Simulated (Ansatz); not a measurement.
# Nudged elastic band of SiNH$_{5}$SCl$_{2}$ (part 1 of 2)

SiNH$_{5}$SCl$_{2}$, computed with RKS PBE-D4/6-31G* (Ansatz 0.2.0).

It belongs to a series of runs on one base structure; here: band between the two ends.

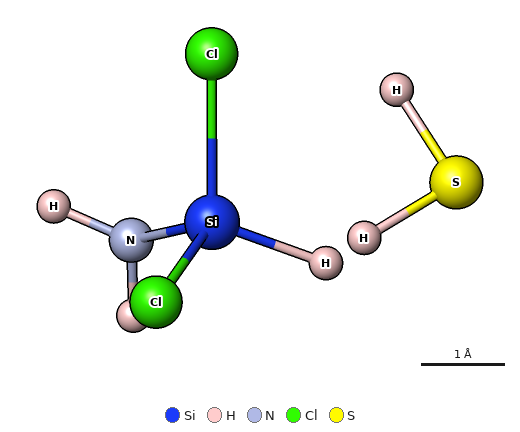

*The input geometry (ball-and-stick view, seen at a tilt).*

## Input file
```yaml
crystal:
  periodic: [false, false, false]
  atoms:
    - { symbol: Si, position_ang: [0.413161, -0.04196, -0.132013] }
    - { symbol: H, position_ang: [0.39035, 0.15794, 1.337572] }
    - { symbol: "N", position_ang: [2.00892, 0.181834, -0.72467] }
    - { symbol: H, position_ang: [2.773437, -0.288434, -0.236564] }
    - { symbol: H, position_ang: [2.176431, 0.212725, -1.731433] }
    - { symbol: Cl, position_ang: [-0.786524, 1.342541, -1.102632] }
    - { symbol: Cl, position_ang: [-0.435009, -1.920603, -0.507329] }
    - { symbol: S, position_ang: [-3.02892, -0.067294, 1.930807] }
    - { symbol: H, position_ang: [-3.014209, 0.724313, 0.826302] }
    - { symbol: H, position_ang: [-2.731436, -1.17386, 1.199758] }
basis:
  gaussian: { orbitals: "6-31G*" }
hamiltonian:
  xc: pbe
  dispersion: d4
neb:
  order_check: false
  images: 7
  f_tol: 0.05
  max_iterations: 60
  final_atoms:
    - { symbol: Si, position_ang: [-0.49757653, 0.11268368, -1.0498387] }
    - { symbol: H, position_ang: [0.00371933, -0.92026821, 2.29256365] }
    - { symbol: "N", position_ang: [0.90700934, 0.08653016, -0.05366121] }
    - { symbol: H, position_ang: [1.68988062, -0.50520214, -0.33907218] }
    - { symbol: H, position_ang: [1.23071761, 0.97163549, 0.34135338] }
    - { symbol: Cl, position_ang: [-0.38933662, 1.24960337, -2.78863137] }
    - { symbol: Cl, position_ang: [-0.77265696, -1.85985928, -1.62391226] }
    - { symbol: S, position_ang: [-2.12801109, 0.95706628, 0.03605739] }
    - { symbol: H, position_ang: [-1.92131013, 0.16290307, 1.12344795] }
    - { symbol: H, position_ang: [-0.35623457, -1.12789042, 2.92149135] }
  initial_path:
    images:
      - { positions_ang: [[0.413161, -0.04196, -0.132013], [0.39035, 0.15794, 1.337572], [2.00892, 0.181834, -0.72467], [2.773437, -0.288434, -0.236564], [2.176431, 0.212725, -1.731433], [-0.786524, 1.342541, -1.102632], [-0.435009, -1.920603, -0.507329], [-3.02892, -0.067294, 1.930807], [-3.014209, 0.724313, 0.826302], [-2.731436, -1.17386, 1.199758]] }
      - { positions_ang: [[0.30961306, -0.03458633, -0.10235507], [0.30587975, 0.15405389, 1.45047599], [1.93076456, 0.11113412, -0.70969073], [2.62295707, -0.47669709, -0.37229823], [2.18468157, 0.35654986, -1.53089142], [-0.83783319, 1.42680462, -1.0373659], [-0.590606, -1.88621788, -0.51603137], [-2.84948158, -0.02453444, 1.65412946], [-3.03720453, 0.33891329, 0.65261522], [-2.27256971, -0.83821804, 1.37121006]] }
      - { positions_ang: [[0.20606513, -0.02721266, -0.07269715], [0.22140951, 0.15016777, 1.56337997], [1.85260911, 0.04043424, -0.69471146], [2.47247713, -0.66496019, -0.50803247], [2.19293215, 0.50037472, -1.33034984], [-0.88914238, 1.51106825, -0.97209981], [-0.74620301, -1.85183276, -0.52473375], [-2.67004316, 0.01822512, 1.37745193], [-3.06020006, -0.04648641, 0.47892844], [-1.81370342, -0.50257608, 1.54266212]] }
      - { positions_ang: [[0.10251719, -0.01983899, -0.04303922], [0.13693926, 0.14628166, 1.67628396], [1.77445367, -0.03026564, -0.67973219], [2.3219972, -0.85322328, -0.6437667], [2.20118272, 0.64419958, -1.12980825], [-0.94045158, 1.59533187, -0.90683371], [-0.90180001, -1.81744764, -0.53343612], [-2.49060474, 0.06098468, 1.10077439], [-3.08319559, -0.43188612, 0.30524166], [-1.35483712, -0.16693412, 1.71411418]] }
      - { positions_ang: [[-0.00103074, -0.01246532, -0.0133813], [0.05246901, 0.14239554, 1.78918795], [1.69629823, -0.10096552, -0.66475292], [2.17151727, -1.04148638, -0.77950093], [2.2094333, 0.78802444, -0.92926667], [-0.99176077, 1.67959549, -0.84156761], [-1.05739701, -1.78306252, -0.54213849], [-2.31116632, 0.10374424, 0.82409686], [-3.10619112, -0.81728582, 0.13155488], [-0.89597083, 0.16870784, 1.88556624]] }
      - { positions_ang: [[-0.12516719, 0.01882193, -0.27249565], [0.04028159, -0.12327039, 1.91503188], [1.498976, -0.0540916, -0.51198], [2.05110811, -0.90741532, -0.66939374], [1.96475437, 0.8339272, -0.61161166], [-0.84115473, 1.57209746, -1.32833355], [-0.986212, -1.80226171, -0.81258194], [-2.26537752, 0.31707475, 0.62708699], [-2.80997087, -0.5722386, 0.37952815], [-0.76103677, -0.15544172, 2.14454752]] }
      - { positions_ang: [[-0.24930363, 0.05010918, -0.53161], [0.02809417, -0.38893633, 2.0408758], [1.30165378, -0.00721768, -0.35920707], [1.93069894, -0.77334426, -0.55928656], [1.72007545, 0.87982996, -0.29395665], [-0.6905487, 1.46459943, -1.81509949], [-0.91502699, -1.8214609, -1.08302538], [-2.21958871, 0.53040526, 0.43007712], [-2.51375063, -0.32719138, 0.62750142], [-0.6261027, -0.47959129, 2.4035288]] }
      - { positions_ang: [[-0.37344008, 0.08139643, -0.79072435], [0.01590675, -0.65460227, 2.16671973], [1.10433156, 0.03965624, -0.20643414], [1.81028978, -0.6392732, -0.44917937], [1.47539653, 0.92573273, 0.02369837], [-0.53994266, 1.3571014, -2.30186543], [-0.84384197, -1.84066009, -1.35346882], [-2.1737999, 0.74373577, 0.23306726], [-2.21753038, -0.08214415, 0.87547468], [-0.49116863, -0.80374085, 2.66251007]] }
      - { positions_ang: [[-0.49757653, 0.11268368, -1.0498387], [0.00371933, -0.92026821, 2.29256365], [0.90700934, 0.08653016, -0.05366121], [1.68988062, -0.50520214, -0.33907218], [1.23071761, 0.97163549, 0.34135338], [-0.38933662, 1.24960337, -2.78863137], [-0.77265696, -1.85985928, -1.62391226], [-2.12801109, 0.95706628, 0.03605739], [-1.92131013, 0.16290307, 1.12344795], [-0.35623457, -1.12789042, 2.92149135]] }
```

Run on 2 threads of Arm Neoverse V1, 24 GiB of memory available, shared host.

Launch command:
```bash
ansatz run input.yaml --threads 2 --pin off --max-ram 3072MiB --backend cpu --events-out ev --progress --plain --runs-dir out
```

## Output
```
Engine: ansatz 0.2.0, aarch64-unknown-linux-gnu
Functional definition: PBE
  parameter kappa = 0.804
  parameter beta = 0.06672455060314922
  exchange = pbe_x(kappa = kappa, mu = beta*pi^2/3)
  correlation = pbe_c(beta = beta)
1278 factors; their error is unknown
mean field evaluation 1: about -45302.5860 eV, gradient 6.1e1 eV
mean field evaluation 2: about -45274.7099 eV, gradient 1.1e2 eV
mean field evaluation 4: about -45310.0255 eV, gradient 6.4e0 eV
mean field evaluation 8: about -45310.1375 eV, gradient 1.1e-1 eV
mean field evaluation 16: about -45310.0667 eV, gradient 2.5e-4 eV
mean field -45310.06671352 eV, -1665.1142394557 hartree, gradient 1.2e-5 eV, S^2 0.000000; 0 other end points of the search recorded, 0 dependent functions left out
the calculation of the forces begins
reference -45310.06675158 eV, -1665.1142408541 hartree; 38, 38 occupied and 63, 63 virtual orbitals, 1278 factors
1278 factors; their error is unknown
mean field evaluation 32: about -45310.5032 eV, gradient 4.2e-3 eV
mean field -45310.50316223 eV, -1665.1302786498 hartree, gradient 2.2e-5 eV, S^2 0.000000; 0 other end points of the search recorded, 0 dependent functions left out
[... from here on the field's lines of each further geometry are left out, up to the last ...]
NEB iter   1: max|band force component| = 3.551e1 eV/Å  barrier→ = 8.5743 eV  barrier← = 9.0548 eV  Δτ_max = 0.2000 Å  (269 SCF iters)
NEB iter   2: max|band force component| = 8.599e0 eV/Å  barrier→ = 3.5542 eV  barrier← = 4.0348 eV  Δτ_max = 0.2000 Å  (234 SCF iters)
NEB iter   3: max|band force component| = 4.614e0 eV/Å  barrier→ = 2.4201 eV  barrier← = 2.9006 eV  Δτ_max = 0.2000 Å  (216 SCF iters)
NEB iter   4: max|band force component| = 1.178e0 eV/Å  barrier→ = 2.2056 eV  barrier← = 2.6861 eV  Δτ_max = 0.1991 Å  (212 SCF iters)
NEB iter   5: max|band force component| = 6.850e-1 eV/Å  barrier→ = 2.2546 eV  barrier← = 2.7351 eV  Δτ_max = 0.1973 Å  (206 SCF iters)
NEB iter   6: max|band force component| = 2.713e0 eV/Å  barrier→ = 2.1935 eV  barrier← = 2.6741 eV  Δτ_max = 0.1015 Å  (212 SCF iters)
NEB iter   7: max|band force component| = 1.125e0 eV/Å  barrier→ = 2.1226 eV  barrier← = 2.6031 eV  Δτ_max = 0.2000 Å  (200 SCF iters)
NEB iter   8: max|band force component| = 7.380e-1 eV/Å  barrier→ = 1.9510 eV  barrier← = 2.4315 eV  Δτ_max = 0.2000 Å  (206 SCF iters)
NEB iter   9: max|band force component| = 5.629e-1 eV/Å  barrier→ = 1.7806 eV  barrier← = 2.2611 eV  Δτ_max = 0.1951 Å  (207 SCF iters)
NEB iter  10: max|band force component| = 1.774e0 eV/Å  barrier→ = 1.4377 eV  barrier← = 1.9182 eV  Δτ_max = 0.1000 Å  (206 SCF iters)
NEB iter  11: max|band force component| = 7.111e-1 eV/Å  barrier→ = 1.1678 eV  barrier← = 1.6484 eV  Δτ_max = 0.1943 Å  (202 SCF iters)
NEB iter  12: max|band force component| = 1.190e0 eV/Å  barrier→ = 1.3715 eV  barrier← = 1.8520 eV  Δτ_max = 0.1035 Å  (201 SCF iters)
NEB iter  13: max|band force component| = 5.366e-1 eV/Å  barrier→ = 1.1376 eV  barrier← = 1.6181 eV  Δτ_max = 0.1434 Å  (206 SCF iters)
NEB iter  14: max|band force component| = 7.272e-1 eV/Å  barrier→ = 1.0342 eV  barrier← = 1.5147 eV  Δτ_max = 0.0722 Å  (201 SCF iters)
NEB iter  15: max|band force component| = 1.200e0 eV/Å  barrier→ = 0.9916 eV  barrier← = 1.4721 eV  CI = image 5  Δτ_max = 0.1446 Å  (198 SCF iters)
NEB iter  16: max|band force component| = 9.323e-1 eV/Å  barrier→ = 0.9760 eV  barrier← = 1.4565 eV  CI = image 4  Δτ_max = 0.1977 Å  (200 SCF iters)
NEB iter  17: max|band force component| = 7.322e-1 eV/Å  barrier→ = 1.1767 eV  barrier← = 1.6572 eV  CI = image 4  Δτ_max = 0.2000 Å  (210 SCF iters)
NEB iter  18: max|band force component| = 1.028e0 eV/Å  barrier→ = 1.4548 eV  barrier← = 1.9353 eV  CI = image 4  Δτ_max = 0.2000 Å  (203 SCF iters)
NEB iter  19: max|band force component| = 2.231e0 eV/Å  barrier→ = 1.9494 eV  barrier← = 2.4299 eV  CI = image 4  Δτ_max = 0.1011 Å  (207 SCF iters)
NEB iter  20: max|band force component| = 8.940e-1 eV/Å  barrier→ = 1.9718 eV  barrier← = 2.4524 eV  CI = image 4  Δτ_max = 0.1904 Å  (197 SCF iters)
NEB iter  21: max|band force component| = 8.329e-1 eV/Å  barrier→ = 2.2742 eV  barrier← = 2.7547 eV  CI = image 4  Δτ_max = 0.2000 Å  (205 SCF iters)
NEB iter  22: max|band force component| = 3.974e-1 eV/Å  barrier→ = 2.1247 eV  barrier← = 2.6052 eV  CI = image 4  Δτ_max = 0.0893 Å  (209 SCF iters)
NEB iter  23: max|band force component| = 4.009e-1 eV/Å  barrier→ = 2.1044 eV  barrier← = 2.5850 eV  CI = image 4  Δτ_max = 0.0448 Å  (197 SCF iters)
NEB iter  24: max|band force component| = 2.998e-1 eV/Å  barrier→ = 2.0953 eV  barrier← = 2.5758 eV  CI = image 4  Δτ_max = 0.0412 Å  (202 SCF iters)
NEB iter  25: max|band force component| = 1.983e-1 eV/Å  barrier→ = 2.0926 eV  barrier← = 2.5731 eV  CI = image 4  Δτ_max = 0.0305 Å  (191 SCF iters)
NEB iter  26: max|band force component| = 1.082e-1 eV/Å  barrier→ = 2.0900 eV  barrier← = 2.5705 eV  CI = image 4  Δτ_max = 0.0283 Å  (203 SCF iters)
NEB iter  27: max|band force component| = 6.504e-2 eV/Å  barrier→ = 2.0889 eV  barrier← = 2.5695 eV  CI = image 4  Δτ_max = 0.0208 Å  (195 SCF iters)
the calculation of the forces begins
reference -45310.47862930 eV, -1665.1293770813 hartree; 38, 38 occupied and 63, 63 virtual orbitals, 1278 factors
1278 factors; their error is unknown
mean field evaluation 1632: about -45307.9208 eV, gradient 1.6e-5 eV
mean field -45307.92077784 eV, -1665.0353777739 hartree, gradient 1.6e-5 eV, S^2 0.000000; 1 other end points of the search recorded, 0 dependent functions left out
the calculation of the forces begins
reference -45307.92081257 eV, -1665.0353790503 hartree; 38, 38 occupied and 63, 63 virtual orbitals, 1278 factors
NEB iter  28: max|band force component| = 4.280e-2 eV/Å  barrier→ = 2.0884 eV  barrier← = 2.5689 eV  CI = image 4  Δτ_max = 0.0000 Å  (406 SCF iters)
```
